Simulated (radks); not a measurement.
# A spherical jellium cluster from 18 to 23 electrons

Aim: add electrons one at a time to a jellium sphere with rs = 4.07 bohr, try the lowest free levels for each, keep the configuration of least energy, and see where shells close. The background charge grows with the count, so each cluster is neutral; its cation and anion are computed too.

Method: non-relativistic spin-polarised Kohn-Sham, LDA (Slater exchange, Perdew-Wang correlation), spherically averaged shells; computed with radks, version 2.

### Step 1. What is given

```
well                     : a jellium sphere with rs = 4.07 bohr
functional               : LDA (Slater exchange, Perdew-Wang correlation)
levels                   : named by radial order: 1s, 1p, 1d, 2s, 1f and so on
units                    : hartree and bohr; summary energies in eV
configuration carried in : 1s2 1p6 1d(up 5, down 4) (N = 17, energy -1.152200)
```

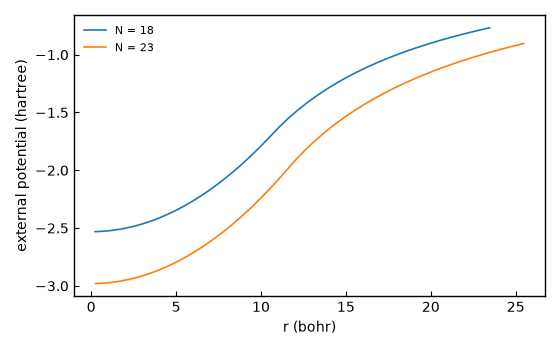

The external potential that the electrons feel, for the smallest and largest background.

Further steps of the session: 18 electrons; 19 electrons; 20 electrons; 21 electrons; 22 electrons; 23 electrons.

**Question.** What will these runs give? Wanted: closed shells at N; largest second difference; most unpaired electrons; ionisation energies; polarisability at N = 18; configuration at N = 23.

As calculated:

| quantity | value |
| --- | --- |
| closed shells at N | 18 and 20 |
| largest second difference | 0.392 eV at N = 20 (of N = 18 to 22) |
| most unpaired electrons | 3 at N = 23 |
| ionisation energies | 3.37 to 4.18 eV |
| polarisability at N = 18 | 1606 bohr³ |
| configuration at N = 23 | 1s2 1p6 1d10 2s2 1f(up 3, down 0) |

**Reading.** All occupied shells are full at N = 18 and 20; the largest second difference falls on N = 20. Among the lowest states kept at each count, up to 3 electrons are unpaired (N = 23), since exchange favours parallel spins. The polarisability at N = 18 is 1.32 times the classical R³, since electrons spill past the background. The ions keep the filling of the neutral cluster, less or plus one electron, without a search of their own. Only a few candidates are tried at each count, so a lower state may have been missed.
